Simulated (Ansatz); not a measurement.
**LaTlSeO: relaxing a made-up structure**

This structure for LaTlSeO is made up. Its elements were placed in a known structure type with a cell scaled to their sizes. What cell does the guess relax to, and how far off was it?

Main program and level: Ansatz 0.2.0; DFT, PBE, plane-wave PAW, files of the set soft_1, scalar-relativistic, no spin, cell and ions relaxed at zero pressure; PAW set soft_1, in the first sound run; inputs show where later runs differ.

### 1. The starting structure

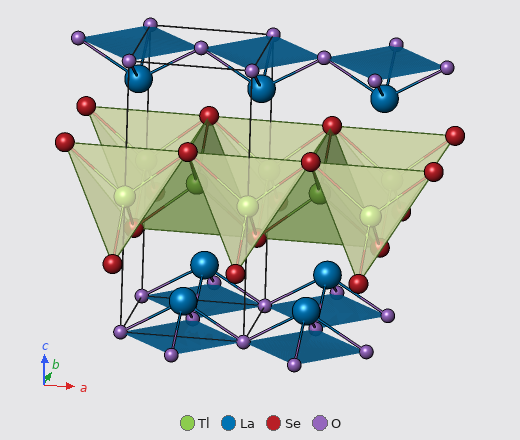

The starting structure, seen slightly off an axis (thallium green, lanthanum blue, selenium red, oxygen purple). 2×1×1 cells are drawn. Some periodic images of atoms are drawn too.

### 2. Relaxing cell and atoms

The guess takes its coordinates from another compound and its volume from a rule, so the cell and any free coordinates are relaxed together.

input.yaml reads:

```yaml
crystal:
  lattice:
    - [4.296, 0.0, 0.0]
    - [0.0, 4.296, 0.0]
    - [0.0, 0.0, 9.777]
  atoms:
    - { symbol: Tl, position: [0.5, 0.5, 0.5] }
    - { symbol: Tl, position: [0.0, 0.0, 0.5] }
    - { symbol: La, position: [0.5, 0.0, 0.1324] }
    - { symbol: La, position: [0.0, 0.5, 0.8676] }
    - { symbol: Se, position: [0.0, 0.5, 0.3178] }
    - { symbol: Se, position: [0.5, 0.0, 0.6822] }
    - { symbol: O, position: [0.0, 0.0, 0.0] }
    - { symbol: O, position: [0.5, 0.5, 0.0] }
kpoints:
  mp_grid: { grid: [6, 6, 3] }
scf:
  occupations: { method: fermi_dirac, width: 0.05 }
hamiltonian:
  xc: pbe
  pseudopotentials: { kind: paw, azcp: { folder: soft_1 } }
relax:
  f_tol: 0.015
  max_steps: 70
  cell: {}
output:
  forces: true
  stress: true
```

On the command line:

```
> ansatz run input.yaml --threads 4 --pin off --max-ram 10240MiB --backend cpu --events-out ev --progress --plain --runs-dir out
```

Numbers of over 12 decimals in the logs are rounded to 6 here.

Output:

```text
Engine: ansatz 0.2.0, x86_64-unknown-linux-gnu
Pseudopotentials: kind: paw
Pseudopotential: Tl, paw, valence charge 13, recommended cutoff 420 eV (normal), soft_1/Tl.paw.azcp
Pseudopotential: La, paw, valence charge 11, recommended cutoff 420 eV (normal), soft_1/La.paw.azcp
Pseudopotential: Se, paw, valence charge 16, recommended cutoff 420 eV (normal), soft_1/Se.paw.azcp
Pseudopotential: O, paw, valence charge 6, recommended cutoff 420 eV (normal), soft_1/O.paw.azcp
Functional definition: PBE
  parameter kappa = 0.804
  parameter beta = 0.066725
  exchange = pbe_x(kappa = kappa, mu = beta*pi^2/3)
  correlation = pbe_c(beta = beta)
Crystal: 8 atoms, lattice volume = 180.441 Å³
Basis set: ecut = 420 eV, 3489 PW (Γ), exchange–correlation on 60×60×144 points (8 copies of the dense FFT grid, shifted against one another)
Bands: 56, of which v1, the nominal top of the filled ones, is band 46 counted from 1 (45 counted from 0)
Symmetry: 16 space group operations
Space group: P4/nmm (ITA 129), of the structure as read, at distance tolerance 5.7e-5 Å
k-points: 20 of 108
Non-local potential: Tl, projectors of the file, l = 0: 2, l = 1: 2, l = 2: 2, l = 3: 1
Non-local potential: La, projectors of the file, l = 0: 3, l = 1: 2, l = 2: 2, l = 3: 3
Non-local potential: Se, projectors of the file, l = 0: 2, l = 1: 2, l = 2: 3, l = 3: 1
Non-local potential: O, projectors of the file, l = 0: 2, l = 1: 2, l = 2: 1
PAW form: soft (Blöchl's): semilocal exchange-correlation on the pseudo side does not see the compensation charge
PAW one-centre angular grid: Tl, 590 points (default); XC on 64 Gauss nodes
PAW one-centre angular grid: La, 590 points (default); XC on 64 Gauss nodes
PAW one-centre angular grid: Se, 590 points (default); XC on 64 Gauss nodes
PAW one-centre angular grid: O, 110 points (default); XC on 64 Gauss nodes
Initial density: superposition of atomic densities (chi_scale 0.1, normalization cell, long waves kept (reshape's long-wave potential 0.93 eV rms))
Initial wavefunctions: pseudopotential atomic-orbital guess
Functional: x = pbe(κ = 0.804, μ = 0.219515), c = pbe(β = 0.066725)
SCF iter   1: F=—  HF=-47479.187487 eV  |F-HF|=—  |Δ(HF+E_count)|=         —  Δρ=9.53e-2  dr2=4.13e1  ethr=3.10e-3  ⟨swp⟩=6.3  Hψ=4648  notcnv=0
preconditioner: auto → Kerker (q_TF=auto, 2.439 Å⁻¹)  [metal: Δε(μ)=0.035 eV  Ē_g=11.696 eV  σ=0.050 eV  W_gap=0.17  n_scr=54 (ndim 8)  ℏωp=22.8 eV  f_vac=0.000  D(μ)=5.60/eV (n_scr^D=38)]
SCF iter   2: F=—  HF=-47475.800340 eV  |F-HF|=—  |Δ(HF+E_count)|=    3.39e0  Δρ=3.40e-2  dr2=1.13e1  ethr=3.10e-3  ⟨swp⟩=5.7  Hψ=2674  notcnv=0  defer=45
preconditioner: auto → Resta (q_TF=auto, 2.439 Å⁻¹)  ε∞=4.5  [insulator: Δε(μ)=0.281 eV  Ē_g=12.122 eV  σ=0.050 eV  W_gap=0.60  n_scr=54 (ndim 8)  ℏωp=22.8 eV  f_vac=0.000  D(μ)=0.87/eV (n_scr^D=2)  ε∞_Penn≈4.5]
SCF iter   3: F=—  HF=-47474.201830 eV  |F-HF|=—  |Δ(HF+E_count)|=    1.60e0  Δρ=2.25e-2  dr2=2.05e0  ethr=3.10e-3  ⟨swp⟩=6.0  Hψ=3144  notcnv=0  defer=58
SCF iter   4: F=—  HF=-47473.918544 eV  |F-HF|=—  |Δ(HF+E_count)|=   2.83e-1  Δρ=4.99e-3  dr2=2.83e-1  ethr=2.23e-3  ⟨swp⟩=3.1  Hψ=1759  notcnv=0  defer=47
SCF iter   5: F=—  HF=-47473.854130 eV  |F-HF|=—  |Δ(HF+E_count)|=   6.44e-2  Δρ=2.29e-3  dr2=1.93e-2  ethr=3.08e-4  ⟨swp⟩=5.2  Hψ=2112  notcnv=0  defer=47
SCF iter   6: F=—  HF=-47473.851919 eV  |F-HF|=—  |Δ(HF+E_count)|=   2.21e-3  Δρ=9.35e-4  dr2=1.85e-3  ethr=2.10e-5  ⟨swp⟩=3.5  Hψ=2393  notcnv=0  defer=30
SCF iter   7: F=—  HF=-47473.852003 eV  |F-HF|=—  |Δ(HF+E_count)|=   8.40e-5  Δρ=3.58e-4  dr2=5.59e-4  ethr=2.01e-6  ⟨swp⟩=2.0  Hψ=2027  notcnv=0  defer=30
SCF iter   8: F=—  HF=-47473.851888 eV  |F-HF|=—  |Δ(HF+E_count)|=   1.15e-4  Δρ=1.01e-4  dr2=2.30e-5  ethr=6.08e-7  ⟨swp⟩=2.0  Hψ=2014  notcnv=0  defer=30
SCF iter   9: F=—  HF=-47473.851847 eV  |F-HF|=—  |Δ(HF+E_count)|=   4.11e-5  Δρ=2.99e-5  dr2=2.22e-6  ethr=2.50e-8  ⟨swp⟩=2.0  Hψ=1770  notcnv=0  defer=30
SCF iter  10: F=—  HF=-47473.851848 eV  |F-HF|=—  |Δ(HF+E_count)|=   1.10e-6  Δρ=8.61e-6  dr2=1.56e-7  ethr=2.42e-9  ⟨swp⟩=2.0  Hψ=1438  notcnv=0  defer=30
SCF iter  11: F=-47473.851848 eV  HF=-47473.851848 eV  |F-HF|=1.59e-9  |Δ(HF+E_count)|=   7.53e-8  Δρ=3.83e-6  dr2=2.61e-8  ethr=1.09e-10  ⟨swp⟩=5.0  Hψ=4198  notcnv=0
SCF 1 converged in 11 iterations: F = -47473.851848 eV  dr2 = 2.61e-8
  greatest PAW one-centre occupation: 1.000 electrons in one spin orbital (limit 2), on the Se atom at site 5 (counted from 0), in its partial waves of l = 2
relax step   1: F+E_penalty+E_count = -47473.85184802 eV  Δ(F+E_penalty+E_count) = +0.000e0 eV  max|allowed force component| = 3.944e0 eV/Å  Δτ_max = 0.0000 Å  P = +7.205 GPa  Ω = 180.441 Å³  (11 SCF iters, dr2 threshold 1.00e-7 eV, accepted)
Crystal: 8 atoms, lattice volume = 186.917 Å³
Basis set: ecut = 420 eV, 3665 PW (Γ), exchange–correlation on 60×60×144 points (8 copies of the dense FFT grid, shifted against one another)
Initial density: handed on by an earlier stage of this run
Initial wavefunctions: those handed on with the density
iter 1 solved again at ethr=3.95e-4 eV; its pass at ethr=3.10e-3 eV (dr2=3.64e-1 eV) is discarded
SCF iter   1: F=—  HF=-47475.750582 eV  |F-HF|=—  |Δ(HF+E_count)|=         —  Δρ=1.82e-2  dr2=3.65e-1  ethr=3.95e-4  ⟨swp⟩=1.1  Hψ=7188  notcnv=0
preconditioner: auto → Resta (q_TF=auto, 2.424 Å⁻¹)  ε∞=4.8  [insulator: Δε(μ)=0.702 eV  Ē_g=11.430 eV  σ=0.050 eV  W_gap=1.00  n_scr=54 (ndim 8)  ℏωp=22.4 eV  f_vac=0.016  D(μ)=0.00/eV (n_scr^D=0)  ε∞_Penn≈4.8]
SCF iter   2: F=—  HF=-47475.643750 eV  |F-HF|=—  |Δ(HF+E_count)|=   1.07e-1  Δρ=7.73e-3  dr2=6.45e-2  ethr=3.95e-4  ⟨swp⟩=3.3  Hψ=1733  notcnv=0
SCF iter   3: F=—  HF=-47475.634281 eV  |F-HF|=—  |Δ(HF+E_count)|=   9.47e-3  Δρ=3.48e-3  dr2=2.22e-2  ethr=7.01e-5  ⟨swp⟩=4.4  Hψ=2523  notcnv=0
SCF iter   4: F=—  HF=-47475.633159 eV  |F-HF|=—  |Δ(HF+E_count)|=   1.12e-3  Δρ=1.15e-3  dr2=1.70e-3  ethr=2.42e-5  ⟨swp⟩=2.5  Hψ=2048  notcnv=0  defer=4
SCF iter   5: F=—  HF=-47475.634809 eV  |F-HF|=—  |Δ(HF+E_count)|=   1.65e-3  Δρ=2.06e-4  dr2=8.96e-5  ethr=1.84e-6  ⟨swp⟩=2.0  Hψ=2174  notcnv=0  defer=5
SCF iter   6: F=—  HF=-47475.634720 eV  |F-HF|=—  |Δ(HF+E_count)|=   8.89e-5  Δρ=6.31e-5  dr2=7.70e-6  ethr=9.74e-8  ⟨swp⟩=2.0  Hψ=1743  notcnv=0  defer=5
SCF iter   7: F=—  HF=-47475.634724 eV  |F-HF|=—  |Δ(HF+E_count)|=   4.50e-6  Δρ=2.01e-5  dr2=8.06e-7  ethr=8.37e-9  ⟨swp⟩=2.0  Hψ=2019  notcnv=0  defer=5
SCF iter   8: F=-47475.634724 eV  HF=-47475.634725 eV  |F-HF|=1.38e-7  |Δ(HF+E_count)|=   7.97e-8  Δρ=6.45e-6  dr2=1.56e-7  ethr=8.70e-10  ⟨swp⟩=5.0  Hψ=4695  notcnv=0
[...]
preconditioner: auto → Resta (q_TF=auto, 2.418 Å⁻¹)  ε∞=4.7  [insulator: Δε(μ)=0.505 eV  Ē_g=11.549 eV  σ=0.050 eV  W_gap=0.98  n_scr=54 (ndim 8)  ℏωp=22.2 eV  f_vac=0.024  D(μ)=0.03/eV (n_scr^D=0)  ε∞_Penn≈4.7]
SCF iter   2: F=—  HF=-47476.497111 eV  |F-HF|=—  |Δ(HF+E_count)|=   9.52e-2  Δρ=7.15e-3  dr2=5.15e-2  ethr=3.26e-4  ⟨swp⟩=3.7  Hψ=2450  notcnv=0
SCF iter   3: F=—  HF=-47476.490383 eV  |F-HF|=—  |Δ(HF+E_count)|=   6.73e-3  Δρ=2.97e-3  dr2=1.46e-2  ethr=5.60e-5  ⟨swp⟩=4.4  Hψ=2536  notcnv=0
SCF iter   4: F=—  HF=-47476.490446 eV  |F-HF|=—  |Δ(HF+E_count)|=   6.21e-5  Δρ=1.04e-3  dr2=1.11e-3  ethr=1.58e-5  ⟨swp⟩=2.4  Hψ=2006  notcnv=0
SCF iter   5: F=—  HF=-47476.492272 eV  |F-HF|=—  |Δ(HF+E_count)|=   1.83e-3  Δρ=2.46e-4  dr2=1.08e-4  ethr=1.20e-6  ⟨swp⟩=2.0  Hψ=2159  notcnv=0  defer=2
SCF iter   6: F=—  HF=-47476.492248 eV  |F-HF|=—  |Δ(HF+E_count)|=   2.35e-5  Δρ=5.71e-5  dr2=9.17e-6  ethr=1.17e-7  ⟨swp⟩=2.0  Hψ=1676  notcnv=0  defer=2
SCF iter   7: F=—  HF=-47476.492255 eV  |F-HF|=—  |Δ(HF+E_count)|=   7.30e-6  Δρ=2.59e-5  dr2=1.64e-6  ethr=9.97e-9  ⟨swp⟩=2.0  Hψ=2024  notcnv=0  defer=2
SCF iter   8: F=-47476.492256 eV  HF=-47476.492255 eV  |F-HF|=2.10e-7  |Δ(HF+E_count)|=   1.35e-7  Δρ=9.88e-6  dr2=3.70e-7  ethr=8.70e-10  ⟨swp⟩=5.0  Hψ=4872  notcnv=0
SCF 3 converged in 8 iterations: F = -47476.492256 eV  dr2 = 3.70e-7
relax step   3: F+E_penalty+E_count = -47476.49225569 eV  Δ(F+E_penalty+E_count) = -8.575e-1 eV  max|allowed force component| = 7.777e-1 eV/Å  Δτ_max = 0.1935 Å  P = +1.631 GPa  Ω = 189.707 Å³  energy of the carried Pulay correction = -4.924e-3 eV  (8 SCF iters, dr2 threshold 8.00e-7 eV, accepted)
[...]
relax step   4: F+E_penalty+E_count = -47476.63849031 eV  Δ(F+E_penalty+E_count) = -1.462e-1 eV  max|allowed force component| = 9.885e-2 eV/Å  Δτ_max = 0.1061 Å  P = +0.527 GPa  Ω = 193.187 Å³  energy of the carried Pulay correction = -6.710e-3 eV  (8 SCF iters, dr2 threshold 8.00e-7 eV, accepted)
[...]
relax step   5: F+E_penalty+E_count = -47476.64017087 eV  Δ(F+E_penalty+E_count) = -1.681e-3 eV  max|allowed force component| = 6.445e-2 eV/Å  Δτ_max = 0.0060 Å  P = -0.080 GPa  Ω = 194.506 Å³  energy of the carried Pulay correction = -7.378e-3 eV  (6 SCF iters, dr2 threshold 7.76e-7 eV, accepted)
[...]
relax step   6: F+E_penalty+E_count = -47476.64047049 eV  Δ(F+E_penalty+E_count) = -2.996e-4 eV  max|allowed force component| = 1.672e-3 eV/Å  Δτ_max = 0.0044 Å  P = -0.003 GPa  Ω = 194.563 Å³  energy of the carried Pulay correction = -7.407e-3 eV  (5 SCF iters, dr2 threshold 2.60e-7 eV, accepted)
[...]
relax step   7: F+E_penalty+E_count = -47476.65807958 eV  Δ(F+E_penalty+E_count) = -1.761e-2 eV  max|allowed force component| = 2.139e-3 eV/Å  Δτ_max = 0.0000 Å  P = +0.133 GPa  Ω = 194.563 Å³  stress off target by 2.76e-1 GPa  SCF on the basis re-selected at this cell (its energy is not comparable with the rows above)  (8 SCF iters)
[...]
relax step   8: F+E_penalty+E_count = -47476.65838601 eV  Δ(F+E_penalty+E_count) = -3.064e-4 eV  max|allowed force component| = 6.225e-3 eV/Å  Δτ_max = 0.0019 Å  P = +0.001 GPa  Ω = 195.139 Å³  energy of the carried Pulay correction = -2.789e-4 eV  (6 SCF iters, dr2 threshold 1.90e-7 eV, accepted)
iter 1 solved again at ethr=9.45e-8 eV; its pass at ethr=3.10e-3 eV (dr2=8.69e-5 eV) is discarded
SCF iter   1: F=—  HF=-47476.658426 eV  |F-HF|=—  |Δ(HF+E_count)|=         —  Δρ=9.53e-5  dr2=4.29e-7  ethr=9.45e-8  ⟨swp⟩=3.4  Hψ=7816  notcnv=0
preconditioner: auto → Resta (q_TF=auto, 2.407 Å⁻¹)  ε∞=4.6  [insulator: Δε(μ)=0.306 eV  Ē_g=11.618 eV  σ=0.050 eV  W_gap=0.91  n_scr=56 (ndim 8)  ℏωp=21.9 eV  f_vac=0.024  D(μ)=0.25/eV (n_scr^D=0)  ε∞_Penn≈4.6]
SCF iter   2: F=—  HF=-47476.658581 eV  |F-HF|=—  |Δ(HF+E_count)|=   1.55e-4  Δρ=4.82e-5  dr2=1.42e-7  ethr=4.66e-10  ⟨swp⟩=2.0  Hψ=1879  notcnv=0
SCF iter   3: F=—  HF=-47476.658657 eV  |F-HF|=—  |Δ(HF+E_count)|=   7.69e-5  Δρ=7.99e-6  dr2=7.97e-8  ethr=1.54e-10  ⟨swp⟩=2.0  Hψ=1810  notcnv=0
SCF iter   4: F=—  HF=-47476.658658 eV  |F-HF|=—  |Δ(HF+E_count)|=   7.43e-7  Δρ=1.28e-6  dr2=4.29e-9  ethr=8.67e-11  ⟨swp⟩=2.0  Hψ=1789  notcnv=0
SCF iter   5: F=—  HF=-47476.658658 eV  |F-HF|=—  |Δ(HF+E_count)|=   1.84e-8  Δρ=7.09e-7  dr2=1.76e-9  ethr=4.67e-12  ⟨swp⟩=2.9  Hψ=1952  notcnv=0
SCF iter   6: F=—  HF=-47476.658658 eV  |F-HF|=—  |Δ(HF+E_count)|=   6.91e-9  Δρ=3.01e-7  dr2=2.60e-10  ethr=1.91e-12  ⟨swp⟩=2.1  Hψ=1780  notcnv=0
SCF iter   7: F=-47476.658658 eV  HF=-47476.658658 eV  |F-HF|=2.18e-11  |Δ(HF+E_count)|=  1.24e-10  Δρ=7.23e-8  dr2=1.15e-11  ethr=1.00e-12  ⟨swp⟩=4.5  Hψ=3813  notcnv=0
SCF 9 converged in 7 iterations: F = -47476.658658 eV  dr2 = 1.15e-11
relax step   9: F+E_penalty+E_count = -47476.65865817 eV  Δ(F+E_penalty+E_count) = -2.722e-4 eV  max|allowed force component| = 6.011e-3 eV/Å  Δτ_max = 0.0000 Å  P = +0.001 GPa  Ω = 195.139 Å³  stress off target by 4.82e-2 GPa  SCF on the basis re-selected at this cell (its energy is not comparable with the rows above)  (7 SCF iters)
basis re-selected at this cell: Δ(F+E_penalty+E_count) = -2.722e-4 eV, ΔP = +0.001 GPa vs the last step (what re-selecting the basis moved, of the pressure what is left beyond the Pulay correction that the steps carried, after the strain that the cell walked since its last selection, with what the two solves' SCF thresholds leave and, on support functions, any second-order correction that the steps lacked; it is no m [...]
SCF converged after 7 iterations
Free energy (F): -47476.658658 eV
Harris-Foulkes:  -47476.658658 eV  (|F-HF|=2.18e-11)
Internal energy: -47476.655646 eV  (E = F + TS)
E sigma→0 (E₀):  -47476.657152 eV
Entropy (-TS):   -0.003013 eV (-0.377 meV/atom)
Fermi energy:    9.040605 eV
--- Per-component energies (eV) ---
  E_band       = -822.162973
  E_kinetic    = 1461.313578
  E_local      = -8611.819645  (includes V_loc(G=0)·N_el)
  E_nonlocal   = 201.818215
  E_hartree    = 4058.943713
  E_xc         = -974.375333
  E_vxc        = -903.949361  (∫ρ·V_xc dr)
  E_paw        = -35787.870545  (= ΣΔE_a)
  E_vpaw       = -1087.414037  (= ΣTr[D̂ρ^β])
  E_aug_tail   = 0.000645  (compensation charges beyond the density's cutoff)
  E_ewald      = -7824.666275
  E_smearing   = -0.003013  (= −TS)
  E_closure    = -0.000000  (closes the sum)
  Σ components = -47476.658658   (vs F -47476.658658, Δ=0.00e0)
--- Forces (eV/Å), atoms counted from 1 ---
  atom   1  Tl     0.00000000     0.00000000    -0.00000000
  atom   2  Tl     0.00000000     0.00000000     0.00000000
  atom   3  La     0.00000000     0.00000000     0.00601053
  atom   4  La     0.00000000     0.00000000    -0.00601053
  atom   5  Se     0.00000000     0.00000000     0.00406905
  atom   6  Se     0.00000000     0.00000000    -0.00406905
  atom   7  O      0.00000000     0.00000000     0.00000000
  atom   8  O      0.00000000     0.00000000     0.00000000
  max |Σ_I F_I| component: 1.73e-18 eV/Å
--- Stress (GPa, compression-positive) ---
       -0.022102       0.000000       0.000000
        0.000000      -0.022102       0.000000
        0.000000       0.000000       0.048215
  P = ⅓ Tr σ = 0.0013 GPa (0.013 kbar)
--- Relaxed structure (7 steps of the walk, 7 accepted, 2 SCFs on fresh bases) ---
  F+E_penalty+E_count = -47476.65865817 eV   max|allowed force component| = 6.011e-3 eV/Å   (the final SCF, on the basis selected at the relaxed cell)
  cell:  # Å, volume = 195.1389 Å³
    - [4.291779, 0, 0.0]
    - [0, 4.291779, 0.0]
    - [0.0, 0.0, 10.594223]
  atoms:
    - { symbol: Tl, position: [0.5, 0.5, 0.500000] }
    - { symbol: Tl, position: [0, 0, 0.500000] }
    - { symbol: La, position: [0.5, 0, 0.106405] }
    - { symbol: La, position: [0, 0.5, 0.893595] }
    - { symbol: Se, position: [0, 0.5, 0.266784] }
    - { symbol: Se, position: [0.5, 0, 0.733216] }
    - { symbol: O, position: [0, 0, 0] }
    - { symbol: O, position: [0.5, 0.5, 0] }
```

Elapsed: 25 s, on 4 threads of AMD EPYC 7B13 (Zen 3), shared host; peak memory 0.81 GiB; 94 s of CPU time.

Step by step:

```tsv
step	energy less that of the first step (eV)	largest force component (eV/Å)	pressure (GPa)	volume (Å³)
1	0.0000	3.9440	7.21	180.44
2	-1.7829	2.1472	2.77	186.92
3	-2.6404	0.7777	1.63	189.71
4	-2.7866	0.0989	0.53	193.19
5	-2.7883	0.0644	-0.08	194.51
6	-2.7886	0.0017	0.00	194.56
7*	-2.8062	0.0021	0.13	194.56
8	-2.8065	0.0062	0.00	195.14
9*	-2.8068	0.0060	0.00	195.14
```

Relaxation steps marked * repeat the geometry before them on a plane-wave basis chosen anew for their cell, so energy and pressure can jump there.

Forces are held to the 16 operations that the run works with; a distortion that breaks them can't arise in this run.

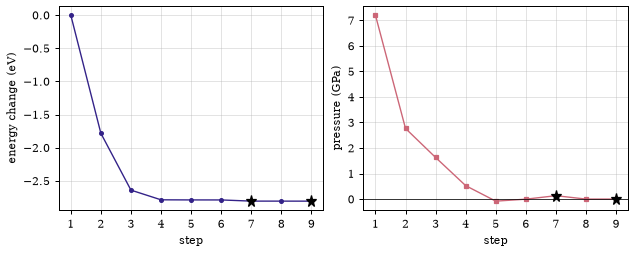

Energy and pressure along the relaxation. Stars mark steps on a basis chosen anew.

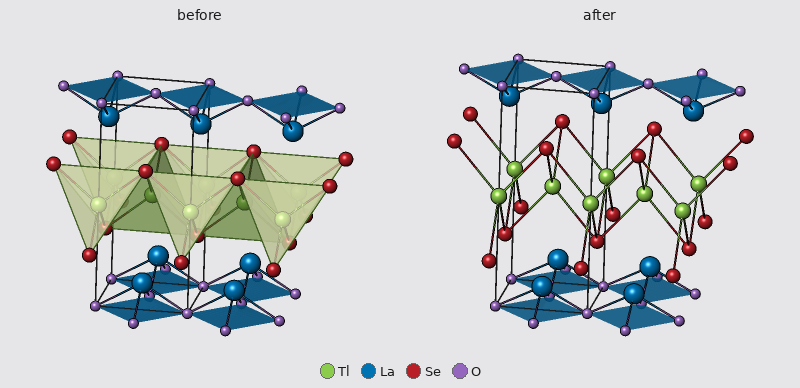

Before and after, at one scale.

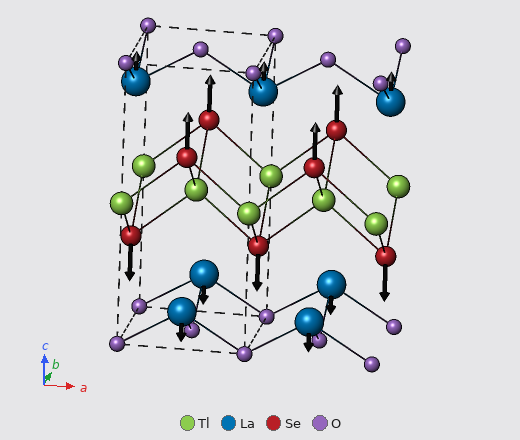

Displacements in the relaxation, exaggerated, measured against the changing cell; the longest in the cell stands for 0.54 Å. 2×1×1 cells are drawn. Some periodic images of atoms are drawn too.

```tsv
conventional cell, symmetrised	before	after	change
a (Å)	4.296	4.292	-0.1 %
b (Å)	4.296	4.292	-0.1 %
c (Å)	9.777	10.594	+8.4 %
volume (Å³/atom)	22.56	24.39	+8.1 %
```

The atoms that moved most (Å, as changes of fractional coordinates times the final cell):

```tsv
atom	dx	dy	dz	length
Se5	0.000	0.000	-0.540	0.540
Se6	0.000	0.000	0.540	0.540
La3	0.000	0.000	-0.275	0.275
La4	0.000	0.000	0.275	0.275
```

Final coordinates:

```cif
data_structure
_symmetry_space_group_name_H-M 'P 1'
_symmetry_Int_Tables_number 1
_cell_length_a 4.2918
_cell_length_b 4.2918
_cell_length_c 10.5942
_cell_angle_alpha 90.000
_cell_angle_beta 90.000
_cell_angle_gamma 90.000
_cell_volume 195.14
loop_
_atom_site_label
_atom_site_type_symbol
_atom_site_fract_x
_atom_site_fract_y
_atom_site_fract_z
_atom_site_occupancy
Tl1 Tl 0.50000 0.50000 0.50000 1
Tl2 Tl 0.00000 0.00000 0.50000 1
La3 La 0.50000 0.00000 0.10640 1
La4 La 0.00000 0.50000 0.89360 1
Se5 Se 0.00000 0.50000 0.26678 1
Se6 Se 0.50000 0.00000 0.73322 1
O7 O 0.00000 0.00000 0.00000 1
O8 O 0.50000 0.50000 0.00000 1
```

Numbers from this step:

* free energy: -47476.6587 eV
* energy at zero smearing: -47476.6572 eV
* smearing term TS: 0.003013 eV
* Fermi energy: 9.041 eV
* gap by band count: 0.3063 eV
* electrons: 92
* symmetry operations: 16
* pressure: 0.001337 GPa

Shortest distances by pair of elements, guess and relaxed (not always the same contact):

```tsv
pair	guess (Å)	relaxed (Å)
La–O	2.508	2.424
Tl–Tl	3.038	3.035
O–O	3.038	3.035
Se–Tl	2.791	3.273
La–Se	3.537	3.478
```

The relaxation ends with a largest force component of 0.0060 eV/Å and a pressure of 0.00 GPa.

(Part 1 of 2 ends here.)

[Logs are printed without paths, hosts, clocks, repeated set-up lines and the standing remarks that a program may print on its own settings, such as how far it seeks lower states.]

[Hosts, paths, dates, database ids (printed as entryN), source tags and the programs' standing remarks are cut or masked in the printed files.]
